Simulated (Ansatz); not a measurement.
Run report: Si5H12O4, geometry relaxation (part 3 of 3)

Continued. System: Si5H12O4. Method: RHF/STO-3G (Ansatz 0.2.0). It belongs to a series of runs on one base structure; here: start relaxed.

Geometry of the input (Å):
```
Si 0.0000  0.0000  0.0000
O  0.0000  0.0000  1.6800
Si -1.3147  -0.4067  2.6436
H  -2.2390  -1.2403  1.8804
H  -0.8506  -1.1432  3.8157
H  -1.9987  0.8095  3.0733
O  1.5842  0.0000  -0.5594
Si 2.4906  -1.3762  -0.8866
H  1.6598  -2.3521  -1.5857
H  3.6318  -1.0202  -1.7249
H  2.9691  -1.9538  0.3660
O  -0.7913  1.3709  -0.5594
Si -2.4002  1.4263  -1.0396
H  -3.2124  0.6421  -0.1138
H  -2.8620  2.8114  -1.0378
H  -2.5267  0.8736  -2.3850
O  -0.7913  -1.3709  -0.5594
Si -1.6730  -2.4329  0.3983
H  -1.2634  -2.2870  1.7920
H  -3.0964  -2.1323  0.2761
H  -1.4264  -3.8036  -0.0398
```

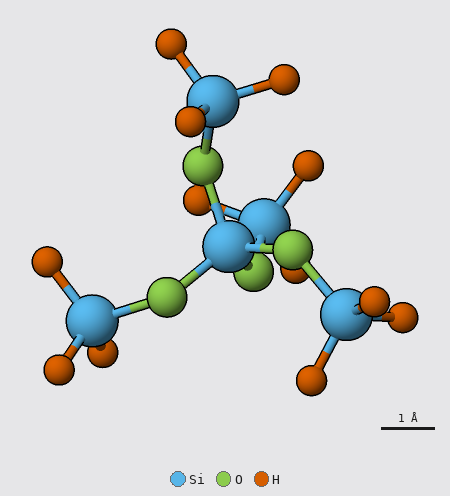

The geometry at step 22 of the log (ball-and-stick view, seen at a tilt).

Trajectory as extended XYZ, continued:
```
21
Properties=species:S:1:pos:R:3:forces:R:3 step=17 energy=-47092.57687
Si   -0.5416   -0.4439    0.1784   -0.0104  -0.0079   0.0004
O    -0.4918   -0.8072    1.7567    0.0042  -0.0036  -0.0007
Si   -0.9005    0.1321    3.0500   -0.0014  -0.0024  -0.0016
H    -2.3064    0.3600    3.0907    0.0017   0.0025   0.0029
H    -0.5125   -0.5593    4.2317    0.0024  -0.0009   0.0000
H    -0.2348    1.3913    3.0097    0.0020  -0.0017  -0.0007
O     0.9260   -0.0873   -0.3940    0.0034   0.0016   0.0035
Si    2.2561   -1.0308   -0.6193   -0.0053   0.0017  -0.0014
H     1.9473   -2.1818   -1.4010    0.0013   0.0007  -0.0011
H     3.2432   -0.2604   -1.2944   -0.0006   0.0053   0.0011
H     2.7827   -1.4731    0.6292   -0.0021   0.0046   0.0019
O    -1.4985    0.8457   -0.0014   -0.0019   0.0035  -0.0046
Si   -2.3327    1.3933   -1.3116    0.0029  -0.0031  -0.0008
H    -3.5610    0.6834   -1.4461    0.0016   0.0019  -0.0110
H    -2.6157    2.7745   -1.1190    0.0002  -0.0010   0.0001
H    -1.5856    1.2318   -2.5143    0.0054   0.0034   0.0019
O    -1.1325   -1.7196   -0.6249    0.0022   0.0047  -0.0006
Si   -1.7485   -3.1394   -0.0616   -0.0017  -0.0010   0.0032
H    -0.7956   -3.8361    0.7363    0.0010  -0.0067  -0.0038
H    -2.9172   -2.9132    0.7220    0.0030  -0.0024   0.0088
H    -2.0912   -3.9456   -1.1830   -0.0078   0.0007   0.0026
21
Properties=species:S:1:pos:R:3:forces:R:3 step=18 energy=-47092.57966
Si   -0.5825   -0.4695    0.1782   -0.0103  -0.0051   0.0002
O    -0.5162   -0.8249    1.7567    0.0070  -0.0159   0.0126
Si   -0.8756    0.1186    3.0608    0.0216   0.0118  -0.0140
H    -2.2752    0.3788    3.1359    0.0281  -0.0049   0.0072
H    -0.4695   -0.5833    4.2306   -0.0194  -0.0009  -0.0008
H    -0.1797    1.3615    3.0061   -0.0211  -0.0049  -0.0040
O     0.8714   -0.0774   -0.4072    0.0097  -0.0176   0.0042
Si    2.2306   -0.9836   -0.6171    0.0000   0.0328  -0.0150
H     1.9673   -2.1367   -1.4137    0.0070   0.0181   0.0235
H     3.2076   -0.1793   -1.2686   -0.0177  -0.0097  -0.0003
H     2.7499   -1.4155    0.6382   -0.0094  -0.0162  -0.0045
O    -1.5718    0.7957   -0.0034   -0.0819   0.0731  -0.1615
Si   -2.3003    1.4030   -1.3563    0.0073  -0.1392  -0.0492
H    -3.5130    0.6915   -1.6305    0.1900   0.1089   0.0465
H    -2.6079    2.7731   -1.1196   -0.0035  -0.0316  -0.0118
H    -1.4510    1.3040   -2.5047   -0.1048   0.0094   0.1676
O    -1.1431   -1.7669   -0.6112   -0.0095  -0.0169  -0.0040
Si   -1.7695   -3.1747   -0.0288   -0.0740  -0.1242   0.0179
H    -0.7829   -3.9203    0.6876   -0.0891   0.0674  -0.0570
H    -2.8778   -2.9291    0.8401    0.1153  -0.0139  -0.0638
H    -2.2212   -3.9504   -1.1392    0.0548   0.0795   0.1064
21
Properties=species:S:1:pos:R:3:forces:R:3 step=19 energy=-47092.58252
Si   -0.5857   -0.4701    0.1774   -0.0189  -0.0014  -0.0035
O    -0.5150   -0.8255    1.7557    0.0144  -0.0135   0.0042
Si   -0.8735    0.1178    3.0597   -0.0350   0.0048   0.0170
H    -2.2722    0.3765    3.1375   -0.0060   0.0007  -0.0112
H    -0.4752   -0.5850    4.2314    0.0217   0.0060  -0.0078
H    -0.1844    1.3637    3.0045    0.0139  -0.0060   0.0019
O     0.8673   -0.0786   -0.4101    0.0128  -0.0075   0.0025
Si    2.2280   -0.9821   -0.6185   -0.0288  -0.0162  -0.0067
H     1.9658   -2.1371   -1.4117    0.0018   0.0131  -0.0053
H     3.2033   -0.1784   -1.2724   -0.0021  -0.0025   0.0119
H     2.7431   -1.4200    0.6364    0.0100   0.0171   0.0009
O    -1.5733    0.7970   -0.0041   -0.0236   0.0189  -0.0635
Si   -2.2958    1.4034   -1.3573    0.0104  -0.0453  -0.0090
H    -3.4976    0.6868   -1.6405    0.0682   0.0375   0.0094
H    -2.6163    2.7698   -1.1204   -0.0010  -0.0114  -0.0034
H    -1.4386    1.3139   -2.4952   -0.0413   0.0033   0.0596
O    -1.1504   -1.7667   -0.6106    0.0053   0.0175  -0.0204
Si   -1.7711   -3.1763   -0.0278    0.0126  -0.0143   0.0506
H    -0.7795   -3.9173    0.6801   -0.0235   0.0023  -0.0272
H    -2.8636   -2.9301    0.8557    0.0132  -0.0192  -0.0415
H    -2.2259   -3.9471   -1.1357   -0.0041   0.0160   0.0413
21
Properties=species:S:1:pos:R:3:forces:R:3 step=20 energy=-47092.58401
Si   -0.5953   -0.4787    0.1761    0.0144   0.0121  -0.0020
O    -0.5222   -0.8345    1.7547   -0.0084  -0.0007   0.0007
Si   -0.8743    0.1157    3.0562    0.0014  -0.0002   0.0031
H    -2.2728    0.3747    3.1389   -0.0006  -0.0003  -0.0003
H    -0.4647   -0.5801    4.2281    0.0011   0.0005  -0.0006
H    -0.1831    1.3601    2.9908   -0.0003  -0.0010  -0.0020
O     0.8566   -0.0820   -0.4101   -0.0009  -0.0027  -0.0043
Si    2.2219   -0.9767   -0.6208   -0.0003   0.0017   0.0007
H     1.9678   -2.1296   -1.4190    0.0000   0.0004  -0.0009
H     3.1928   -0.1645   -1.2704   -0.0005   0.0011   0.0000
H     2.7417   -1.4119    0.6331   -0.0005   0.0005  -0.0008
O    -1.5839    0.7868   -0.0069   -0.0058  -0.0048   0.0013
Si   -2.2855    1.4111   -1.3605    0.0008   0.0031  -0.0018
H    -3.4746    0.6926   -1.6779    0.0033   0.0008  -0.0031
H    -2.6204    2.7708   -1.1071   -0.0005  -0.0012   0.0017
H    -1.4091    1.3467   -2.4824    0.0028   0.0016   0.0030
O    -1.1554   -1.7780   -0.6111   -0.0026  -0.0020   0.0024
Si   -1.7727   -3.1850   -0.0163   -0.0025  -0.0078  -0.0014
H    -0.7766   -3.9286    0.6802    0.0005  -0.0007   0.0000
H    -2.8580   -2.9370    0.8735    0.0003   0.0003   0.0018
H    -2.2430   -3.9574   -1.1150   -0.0016  -0.0008   0.0027
21
Properties=species:S:1:pos:R:3:forces:R:3 step=21 energy=-47092.58492
Si   -0.6128   -0.4926    0.1742    0.0355   0.0014  -0.0081
O    -0.5338   -0.8463    1.7533   -0.0181   0.0134   0.0068
Si   -0.8706    0.1114    3.0540    0.0075  -0.0081  -0.0105
H    -2.2677    0.3738    3.1494    0.0043  -0.0004   0.0028
H    -0.4491   -0.5791    4.2249   -0.0032   0.0021  -0.0006
H    -0.1769    1.3536    2.9738   -0.0048  -0.0019   0.0007
O     0.8348   -0.0847   -0.4147   -0.0029  -0.0032  -0.0087
Si    2.2105   -0.9627   -0.6251    0.0041   0.0009  -0.0008
H     1.9723   -2.1145   -1.4299   -0.0001   0.0016   0.0012
H     3.1744   -0.1363   -1.2673   -0.0033  -0.0010  -0.0002
H     2.7315   -1.3974    0.6284   -0.0017  -0.0020  -0.0008
O    -1.6090    0.7662   -0.0103   -0.0260   0.0091  -0.0157
Si   -2.2673    1.4225   -1.3713   -0.0019  -0.0084  -0.0262
H    -3.4362    0.7000   -1.7552    0.0427   0.0260   0.0136
H    -2.6269    2.7708   -1.0898   -0.0006  -0.0186  -0.0043
H    -1.3484    1.4018   -2.4624   -0.0263  -0.0016   0.0413
O    -1.1639   -1.7992   -0.6081   -0.0079  -0.0113   0.0173
Si   -1.7785   -3.2019    0.0023   -0.0048  -0.0048  -0.0113
H    -0.7713   -3.9520    0.6755   -0.0005   0.0009  -0.0002
H    -2.8414   -2.9470    0.9169    0.0032   0.0027  -0.0012
H    -2.2804   -3.9717   -1.0845    0.0051   0.0032   0.0048
21
Properties=species:S:1:pos:R:3:forces:R:3 step=22 energy=-47092.58531
Si   -0.6239   -0.5016    0.1730    0.0319  -0.0043  -0.0144
O    -0.5408   -0.8531    1.7525   -0.0183   0.0184   0.0041
Si   -0.8697    0.1094    3.0518    0.0081  -0.0073  -0.0034
H    -2.2662    0.3711    3.1561    0.0018  -0.0008   0.0015
H    -0.4391   -0.5753    4.2228   -0.0033  -0.0004  -0.0015
H    -0.1777    1.3519    2.9618   -0.0036   0.0007  -0.0011
O     0.8205   -0.0878   -0.4192   -0.0038  -0.0039  -0.0093
Si    2.2022   -0.9558   -0.6305    0.0041   0.0014  -0.0025
H     1.9730   -2.1061   -1.4402   -0.0002   0.0012   0.0029
H     3.1613   -0.1203   -1.2681   -0.0030  -0.0015  -0.0005
H     2.7244   -1.3911    0.6223   -0.0024  -0.0038  -0.0007
O    -1.6248    0.7537   -0.0122   -0.0243   0.0091  -0.0165
Si   -2.2534    1.4316   -1.3768   -0.0041  -0.0151  -0.0281
H    -3.4028    0.7041   -1.8083    0.0490   0.0306   0.0174
H    -2.6374    2.7692   -1.0757    0.0042  -0.0223  -0.0089
H    -1.3044    1.4445   -2.4424   -0.0366   0.0008   0.0489
O    -1.1714   -1.8129   -0.6048   -0.0032  -0.0083   0.0249
Si   -1.7817   -3.2135    0.0158   -0.0042   0.0039  -0.0183
H    -0.7667   -3.9651    0.6756   -0.0038   0.0016   0.0037
H    -2.8322   -2.9549    0.9437    0.0070  -0.0008  -0.0007
H    -2.2997   -3.9832   -1.0632    0.0047   0.0007   0.0025
21
Properties=species:S:1:pos:R:3:forces:R:3 step=23 energy=-47092.58567
Si   -0.6281   -0.5048    0.1728    0.0157  -0.0053  -0.0072
O    -0.5429   -0.8540    1.7527   -0.0109   0.0153  -0.0023
Si   -0.8704    0.1098    3.0512    0.0057  -0.0043  -0.0014
H    -2.2673    0.3677    3.1593    0.0010  -0.0007   0.0020
H    -0.4343   -0.5718    4.2219   -0.0029   0.0004  -0.0006
H    -0.1824    1.3541    2.9567   -0.0027   0.0007   0.0001
O     0.8145   -0.0895   -0.4229   -0.0038  -0.0026  -0.0075
Si    2.1976   -0.9547   -0.6357    0.0017  -0.0006  -0.0010
H     1.9703   -2.1036   -1.4478   -0.0002   0.0009   0.0010
H     3.1553   -0.1161   -1.2713   -0.0015  -0.0016  -0.0006
H     2.7200   -1.3922    0.6162   -0.0013  -0.0024  -0.0005
O    -1.6315    0.7489   -0.0117   -0.0142   0.0016  -0.0126
Si   -2.2464    1.4365   -1.3777    0.0032  -0.0061  -0.0175
H    -3.3817    0.7038   -1.8346    0.0326   0.0226   0.0121
H    -2.6465    2.7671   -1.0677    0.0001  -0.0178  -0.0058
H    -1.2816    1.4705   -2.4278   -0.0269  -0.0012   0.0322
O    -1.1749   -1.8184   -0.6015    0.0005  -0.0075   0.0208
Si   -1.7823   -3.2188    0.0223   -0.0028   0.0040  -0.0101
H    -0.7656   -3.9682    0.6817   -0.0012   0.0019   0.0004
H    -2.8310   -2.9605    0.9523    0.0033   0.0014  -0.0021
H    -2.3016   -3.9911   -1.0543    0.0047   0.0012   0.0005
21
Properties=species:S:1:pos:R:3:forces:R:3 step=24 energy=-47092.58621
Si   -0.6342   -0.5102    0.1736   -0.0213  -0.0094   0.0056
O    -0.5445   -0.8523    1.7545    0.0073   0.0093   0.0003
Si   -0.8731    0.1130    3.0511   -0.0068  -0.0004   0.0074
H    -2.2718    0.3577    3.1679    0.0018   0.0004  -0.0039
H    -0.4248   -0.5601    4.2222    0.0039   0.0014  -0.0031
H    -0.1983    1.3640    2.9486   -0.0005  -0.0035  -0.0005
O     0.8039   -0.0937   -0.4312    0.0035   0.0032  -0.0009
Si    2.1876   -0.9566   -0.6498   -0.0031  -0.0034  -0.0035
H     1.9605   -2.1006   -1.4687   -0.0007  -0.0006   0.0008
H     3.1440   -0.1138   -1.2814    0.0009   0.0003   0.0015
H     2.7106   -1.4017    0.5993    0.0001  -0.0002  -0.0012
O    -1.6432    0.7398   -0.0094    0.0069  -0.0017  -0.0226
Si   -2.2305    1.4473   -1.3774   -0.0244  -0.0033  -0.0100
H    -3.3351    0.7028   -1.8869    0.0283   0.0128   0.0088
H    -2.6724    2.7599   -1.0475    0.0177  -0.0174  -0.0110
H    -1.2355    1.5262   -2.3962   -0.0230   0.0077   0.0297
O    -1.1799   -1.8290   -0.5921    0.0134   0.0118   0.0053
Si   -1.7824   -3.2287    0.0358    0.0029  -0.0037  -0.0149
H    -0.7637   -3.9698    0.7019   -0.0053   0.0019   0.0080
H    -2.8364   -2.9708    0.9596    0.0019  -0.0043   0.0025
H    -2.2913   -4.0089   -1.0399   -0.0035  -0.0009   0.0019
21
Properties=species:S:1:pos:R:3:forces:R:3 step=25 energy=-47092.58630
Si   -0.6404   -0.5163    0.1750   -0.0334  -0.0059   0.0218
O    -0.5448   -0.8503    1.7572    0.0155  -0.0003  -0.0029
Si   -0.8773    0.1165    3.0513    0.0049   0.0095   0.0022
H    -2.2781    0.3460    3.1743    0.0049  -0.0039   0.0026
H    -0.4123   -0.5457    4.2223   -0.0073   0.0016  -0.0045
H    -0.2174    1.3748    2.9394   -0.0035  -0.0040  -0.0005
O     0.7932   -0.0975   -0.4388    0.0085   0.0066   0.0023
Si    2.1765   -0.9590   -0.6661   -0.0039  -0.0043   0.0040
H     1.9477   -2.0969   -1.4932    0.0009   0.0030  -0.0017
H     3.1327   -0.1112   -1.2915   -0.0013  -0.0018  -0.0017
H     2.7008   -1.4141    0.5788   -0.0002  -0.0002  -0.0015
O    -1.6552    0.7295   -0.0072    0.0023  -0.0018  -0.0474
Si   -2.2164    1.4578   -1.3760    0.0180   0.0138  -0.0490
H    -3.2847    0.6988   -1.9430    0.0605   0.0533   0.0356
H    -2.6949    2.7531   -1.0264   -0.0077  -0.0462  -0.0135
H    -1.1890    1.5920   -2.3586   -0.0648  -0.0201   0.0594
O    -1.1826   -1.8406   -0.5826    0.0101  -0.0012  -0.0087
Si   -1.7814   -3.2399    0.0488   -0.0035   0.0026   0.0168
H    -0.7652   -3.9696    0.7313   -0.0003  -0.0027  -0.0117
H    -2.8430   -2.9829    0.9642   -0.0052   0.0024  -0.0047
H    -2.2788   -4.0300   -1.0252    0.0057  -0.0005   0.0033
21
Properties=species:S:1:pos:R:3:forces:R:3 step=26 energy=-47092.58663
Si   -0.6385   -0.5151    0.1756   -0.0234  -0.0018   0.0123
O    -0.5433   -0.8498    1.7576    0.0094   0.0013  -0.0037
Si   -0.8762    0.1170    3.0518   -0.0023   0.0007   0.0022
H    -2.2768    0.3474    3.1731    0.0020   0.0006  -0.0001
H    -0.4150   -0.5470    4.2231   -0.0002   0.0031  -0.0024
H    -0.2147    1.3744    2.9411   -0.0017  -0.0024   0.0014
O     0.7960   -0.0965   -0.4364    0.0065   0.0059   0.0015
Si    2.1784   -0.9595   -0.6639   -0.0030  -0.0037  -0.0025
H     1.9485   -2.0969   -1.4913   -0.0001   0.0008   0.0001
H     3.1350   -0.1128   -1.2904   -0.0002  -0.0004   0.0011
H     2.7028   -1.4149    0.5808    0.0002  -0.0001  -0.0011
O    -1.6523    0.7313   -0.0077    0.0023   0.0028  -0.0380
Si   -2.2181    1.4565   -1.3761   -0.0043  -0.0112  -0.0191
H    -3.2898    0.6984   -1.9347    0.0377   0.0251   0.0179
H    -2.6980    2.7512   -1.0292    0.0083  -0.0190  -0.0074
H    -1.1963    1.5835   -2.3637   -0.0367  -0.0020   0.0386
O    -1.1803   -1.8387   -0.5836    0.0072  -0.0016   0.0002
Si   -1.7818   -3.2375    0.0470   -0.0020  -0.0052  -0.0010
H    -0.7667   -3.9705    0.7273   -0.0009   0.0030   0.0004
H    -2.8444   -2.9796    0.9610    0.0008   0.0020  -0.0001
H    -2.2790   -4.0266   -1.0277    0.0004   0.0023  -0.0003
21
Properties=species:S:1:pos:R:3:forces:R:3 step=27 energy=-47092.58698
Si   -0.6353   -0.5167    0.1769    0.0023  -0.0002  -0.0005
O    -0.5397   -0.8473    1.7597   -0.0007   0.0012  -0.0003
Si   -0.8786    0.1200    3.0519    0.0003   0.0005   0.0001
H    -2.2802    0.3458    3.1703   -0.0004   0.0001  -0.0003
H    -0.4173   -0.5405    4.2250   -0.0001   0.0006   0.0002
H    -0.2214    1.3796    2.9410   -0.0007   0.0004   0.0000
O     0.7992   -0.0943   -0.4338   -0.0002   0.0017   0.0001
Si    2.1782   -0.9611   -0.6686    0.0000   0.0001   0.0003
H     1.9438   -2.0923   -1.5031   -0.0008  -0.0002  -0.0019
H     3.1374   -0.1139   -1.2902   -0.0002   0.0001   0.0004
H     2.7022   -1.4265    0.5726    0.0007  -0.0011  -0.0007
O    -1.6527    0.7249   -0.0109    0.0012  -0.0046   0.0019
Si   -2.2178    1.4563   -1.3746   -0.0005   0.0008  -0.0016
H    -3.2810    0.6964   -1.9429    0.0016   0.0001  -0.0004
H    -2.7070    2.7447   -1.0205   -0.0015   0.0005   0.0005
H    -1.1942    1.5979   -2.3559    0.0000   0.0009   0.0011
O    -1.1687   -1.8444   -0.5806    0.0003  -0.0005   0.0009
Si   -1.7809   -3.2386    0.0495    0.0000  -0.0017   0.0000
H    -0.7726   -3.9758    0.7352   -0.0010   0.0004   0.0008
H    -2.8456   -2.9730    0.9590    0.0001   0.0011  -0.0007
H    -2.2783   -4.0264   -1.0261   -0.0002  -0.0001   0.0000
```

Summary:

```json
{"quantity": "outcome", "value": "converged"}
{"quantity": "total energy", "value": "−47092.5870 eV"}
{"quantity": "mean-field energy", "value": "−47092.5870 eV"}
{"quantity": "largest force (length of the vector) at the end", "value": "0.005 eV/Å"}
{"quantity": "hardware", "value": "1 thread of Intel Xeon (Sapphire Rapids), 32 GiB of memory available, shared host"}
{"quantity": "wall time", "value": "2.2 min"}
{"quantity": "peak memory", "value": "0.24 GiB"}
```
